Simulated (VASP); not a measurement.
Band structure of RbBr (rock salt). All values below come from AM05 GGA, VASP's PBE PAW potentials (set 64) (plane waves; VASP).

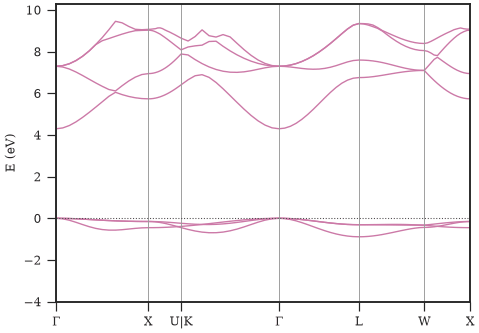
*Bands along high-symmetry lines, zero at the valence-band maximum or, without a gap, the Fermi level*

Q: Read the plot: is there a gap, and where are the band edges?

A: The gap is direct, 4.30 eV, from the valence maximum at Γ to the conduction minimum at Γ. (Edges off the drawn lines would not show.)

Measured: gap 7.20 eV (computed value off by -2.90 eV), as given by Aguado et al., (1998), arXiv:cond-mat/9809176.

The compound is RbBr in the rock salt structure. It was relaxed first.
